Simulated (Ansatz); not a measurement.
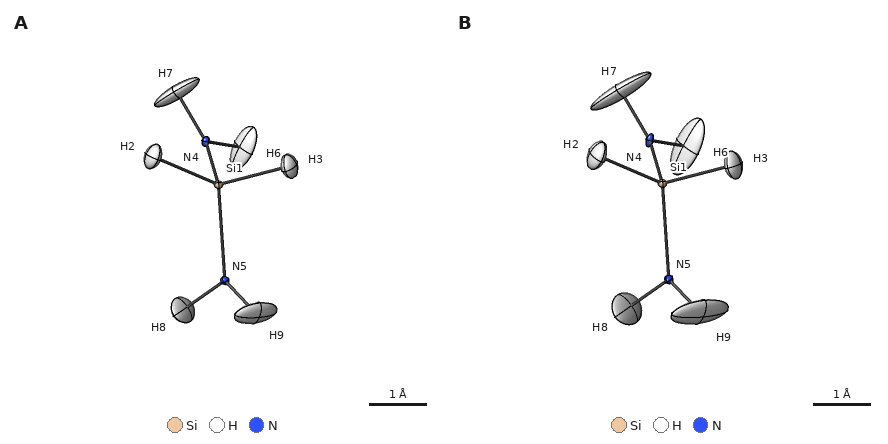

Displacement ellipsoids at the 50 % level, from the internal vibrations of the free molecule (harmonic, no overall translation or rotation; no half-axis is drawn under 0.075 Å). Vibrations computed with RKS PBE0-D4/def2-TZVP (Ansatz 0.2.0). One panel is for 298 K, the other for 600 K.

### Which panel is for 600 K?

B.

### How much does the mean-square displacement of H7 grow, and why?

U_eq goes from 0.0387 to 0.0662 Å², a factor of 1.7. Modes below kT (417 cm⁻¹ at 600 K) grow about in proportion to T, and the lowest lies at 206 cm⁻¹; the mean-square amplitude of a mode is its zero-point value times coth(ħω/2kT), which comes close to 1 only above about 3kT.
